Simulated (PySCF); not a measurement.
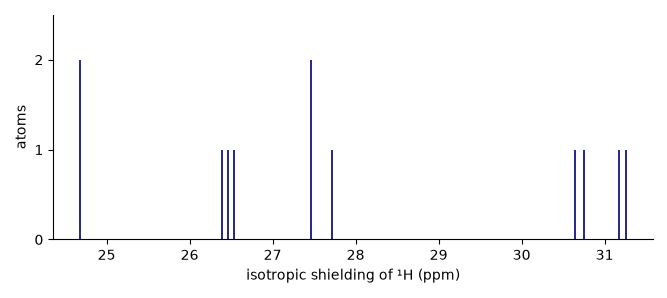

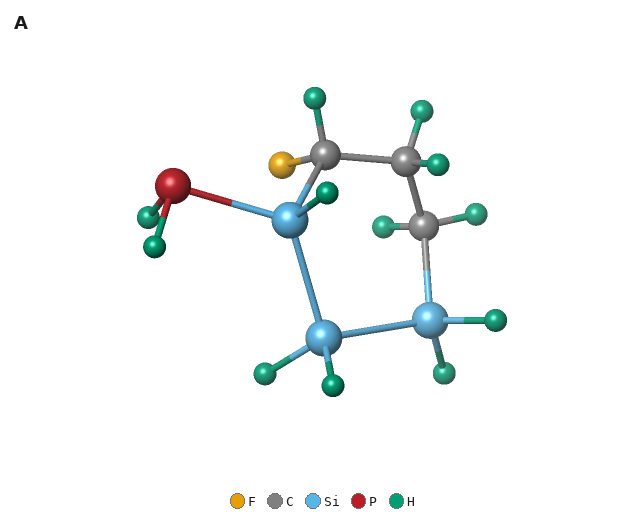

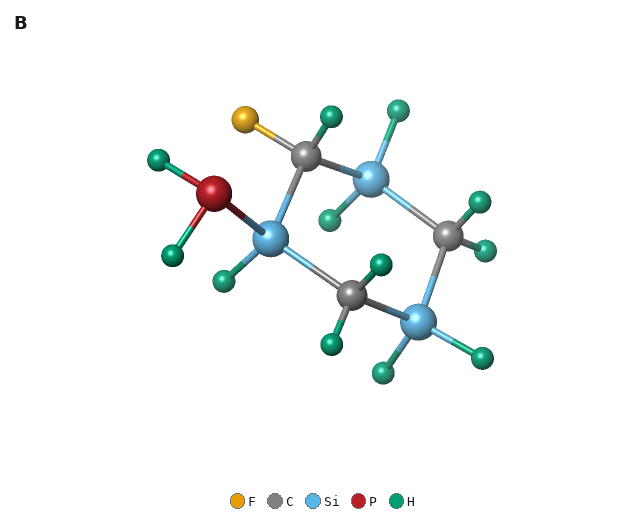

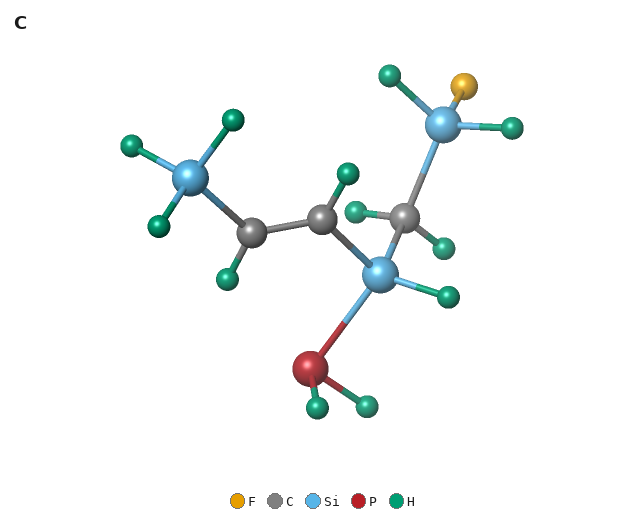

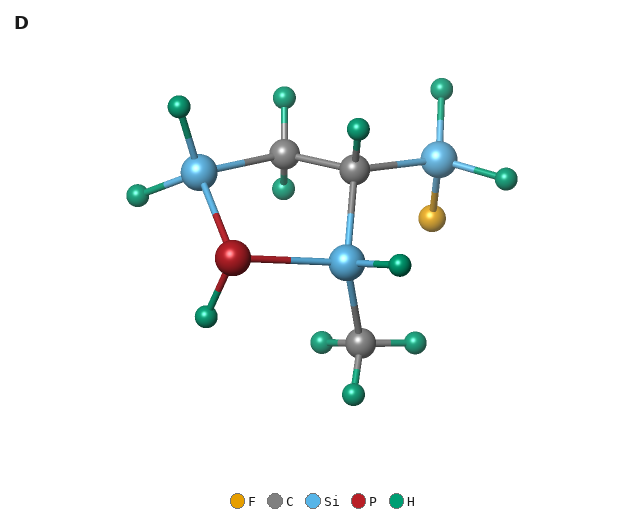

The sticks are computed shieldings of one of the molecules, for one fixed geometry (GFN2-xTB) without averaging over rotations. Low shielding means a high chemical shift. Method: GIAO PBE0/pcSseg-1 NMR shielding, non-relativistic, gas phase (PySCF 2.14.0).

Question: Match the spectrum to a structure.

Answer: C, `F[SiH2]C[Si@H](P)/C=C/[SiH3]`. Its 12 H atoms give lines at 24.68 (2 atoms), 26.39, 26.46, 26.53, 27.46 (2 atoms), 27.72, 30.64, 30.75, 31.17, 31.25 ppm.

The geometry is semi-empirical. Around P, Si such bond lengths and angles can be off by a tenth of an ångström or more and by several degrees, and values that hang on the shape move with them.
